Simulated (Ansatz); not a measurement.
Method: PBE (plane waves to 420 eV, PAW; Ansatz, a quantum-chemistry and plane-wave program).

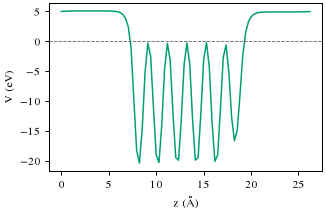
Fig. 1. Plane-averaged electrostatic potential energy along the normal, in eV from the Fermi level, for a constructed model of the (111) surface of fcc Ni, ferromagnetic, (√3x√3)R30° surface alloy, Al on one Ni site of the top plane (bottom of the slab: a bare face, its two planes held)

Set-up: 18 atoms, 10.2 Å thick at the start (thin: gaps and levels are the slab's own); mesh 10x10x1; 0.1 eV smearing; dipole correction on; 6 atoms held, the rest relaxed; held to the start's symmetry, so lower structures may exist; spin-polarised, ending with about 9.6 μB a cell; orders that need a larger cell were not tried, no spin-orbit, no U. It is one candidate, not shown to be the stable structure of the face.

The vacuum level lies 4.90 eV above the Fermi level over the top face and 5.07 eV above it under the bottom face.
